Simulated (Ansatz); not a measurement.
Consider HfAlB4.

```xyz
6
Lattice="3.0518 0.0000 0.0000 -1.5259 2.6429 0.0000 0.0000 0.0000 6.9231" Properties=species:S:1:pos:R:3 pbc="T T T"
Hf    0.0000    0.0000    0.0000
Al    0.0000    0.0000    3.4615
B     0.0000    1.7620    1.8320
B     0.0000    1.7620    5.0910
B     1.5259    0.8810    1.8320
B     1.5259    0.8810    5.0910
```

Space group P6/mmm; a structure generated by program, which may or may not match a known phase; computed without spin polarisation.

All numbers below come from DFT PBE, scalar-relativistic, plane waves, PAW (Ansatz 0.2.0).

What will maps of the valence pseudo-density and electron localisation function show?

Al–B (2.40 Å): ρ is about 0.3 e/Å³ halfway; the ELF peaks at about 0.65 in the valence shell of B, 0.9 Å from its nucleus, and is about 0.55 at the midpoint.
Hf–B (2.54 Å): the density is about 0.31 e/Å³ at the midpoint; the ELF peaks at about 0.60 in the valence shell of B, 0.8 Å from its nucleus, and is about 0.15 at the midpoint.

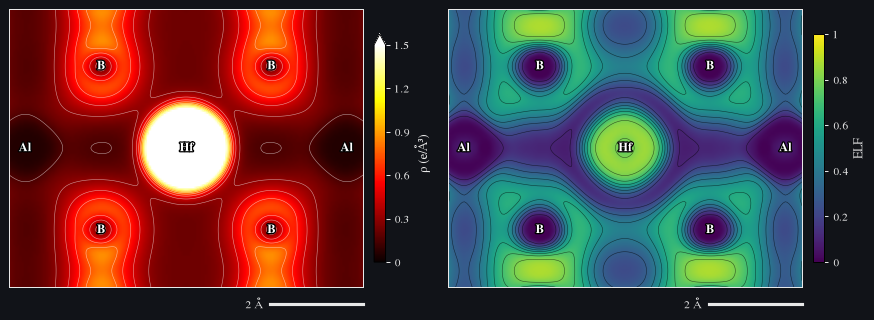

Computed valence pseudo-density and electron localisation function on the (110) plane of the conventional cell, in this order. 

Core electrons are frozen (PAW), and the valence fields are smoothed inside the atomic spheres.
